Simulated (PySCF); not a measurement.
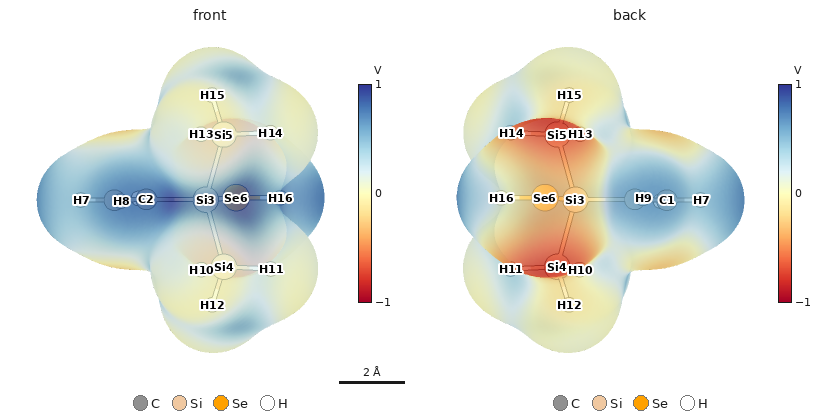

Figure 1: C2H10SeSi3 (SMILES C=C[Si]([SiH3])([SiH3])[SeH]). The molecular electrostatic potential painted on the density surface at 0.001 e/bohr³, seen from the front and from behind; the colour scale runs from red (negative) to blue (positive).

Geometry: GFN2-xTB.

Computed with PySCF 2.14.0, CAM-B3LYP/def2-SVPD, SCF density, gas phase.

```xyz
16

C     1.9162   -1.5067   -0.6347
C     1.0618   -1.3429    0.3618
Si   -0.2708   -0.0008    0.3893
Si   -1.8740   -0.4339   -1.2748
Si    0.7365    2.1180    0.5394
Se   -1.2452   -0.5037    2.4958
H     2.6704   -2.2782   -0.6368
H     1.8978   -0.8684   -1.5042
H     1.1179   -2.0110    1.2145
H    -1.2237   -0.2554   -2.5748
H    -2.9753    0.5301   -1.1888
H    -2.4556   -1.7754   -1.2344
H     1.4514    2.3582   -0.7159
H    -0.2836    3.1617    0.6800
H     1.6845    2.2754    1.6423
H    -2.2157    0.5421    2.4297
```

**Which sites attract a positive test charge, and which a negative one?**

A positive charge is drawn to the negative regions and a negative charge to the positive ones. The most negative region (about −0.8 V) lies over Se6, the most positive (about +0.9 V) over Si3, Si4, Si5 and H8.
